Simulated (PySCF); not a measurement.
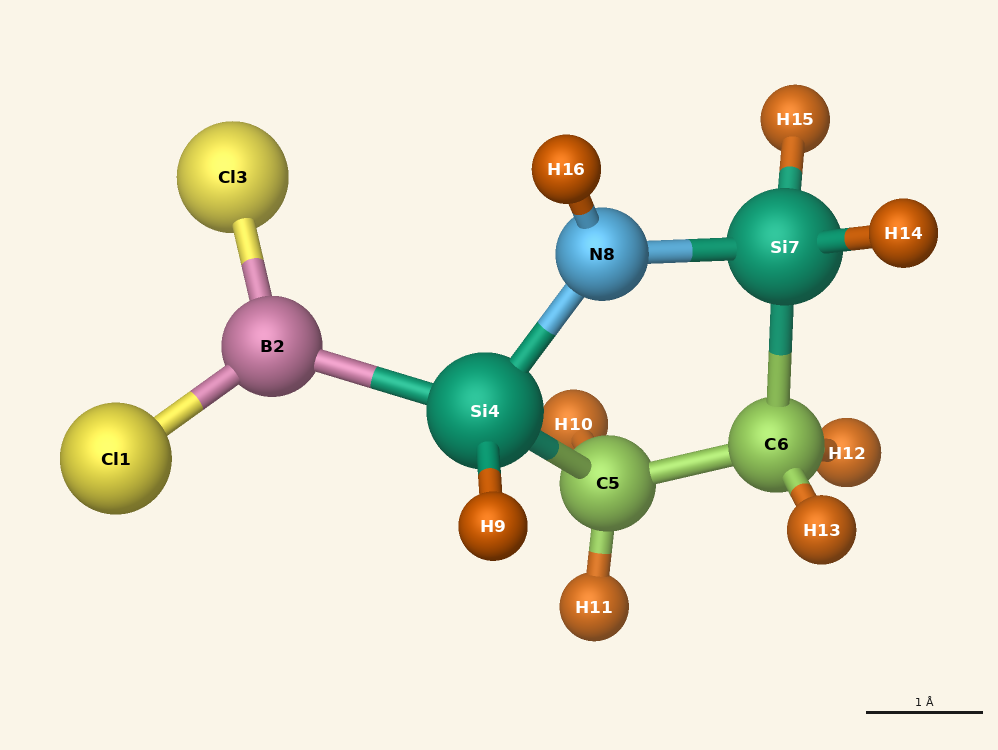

The atoms are numbered. Computed geometry: GFN2-xTB optimisation. No frequency run is at hand to confirm it as a minimum.

Question: How are the neighbours of atom 2 arranged?

Answer: B2 has 3 neighbours (Cl1 at 1.72, Cl3 at 1.72, Si4 at 1.98 Å); the arrangement is trigonal planar.

Question: Describe the coordination of atom 8.

Answer: N8 has 3 neighbours (Si4 at 1.74, Si7 at 1.74, H16 at 1.00 Å); the arrangement is trigonal planar.

Question: What is the geometry at C5?

Answer: C5 has 4 neighbours (Si4 at 1.91, C6 at 1.53, H10 at 1.09, H11 at 1.09 Å); the arrangement is tetrahedral.

Question: How are the neighbours of atom 6 arranged?

Answer: C6 has 4 neighbours (C5 at 1.53, Si7 at 1.90, H12 at 1.09, H13 at 1.09 Å); the arrangement is tetrahedral.

Question: What is the dihedral angle Cl3–B2–Si4–N8?

Answer: 35° in size, that is gauche.
